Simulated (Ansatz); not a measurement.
Cell of rock-salt LaP (0 0 1) on zinc-blende InP (0 0 1) (film strained to the substrate, faces as cut), with its geometry taken from a PBE run:

```
CELL_PARAMETERS angstrom
      4.21436     0.00064    -0.02117
      0.00000     4.21406     0.07163
     -0.13943    -0.21612    27.79656
ATOMIC_POSITIONS crystal
  In 0.15294 0.97872 0.19265
  In 0.65802 0.48319 0.08486
  In 0.16891 0.96364 0.40742
  In 0.66178 0.47221 0.30003
  In 0.67783 0.46722 0.51527
  P  0.15901 0.48170 0.13848
  P  0.53339 0.98597 0.03024
  P  0.16541 0.46735 0.35382
  P  0.65694 0.97528 0.24621
  P  0.18207 0.33666 0.56974
  P  0.67297 0.96858 0.46155
  La 0.19557 0.50124 0.74777
  La 0.68875 0.02607 0.63779
  La 0.22842 0.48881 0.96208
  La 0.70305 0.99548 0.85224
  P  0.69474 0.00404 0.74399
  P  0.18927 0.53702 0.64233
  P  0.73854 0.98914 0.95797
  P  0.20572 0.49443 0.85600
```

Method: r2SCAN (plane waves to 500 eV, PAW; Ansatz, a first-principles code). Scalar-relativistic, without spin–orbit coupling; the runs are not spin-polarised. Its k-point mesh 7×7×1, Fermi–Dirac width 0.05 eV.

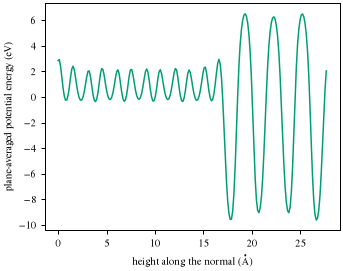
Smooth (PAW) electrostatic potential energy of an electron, averaged over planes, about its mean

The curve spans 16.1 eV over the stretch drawn.
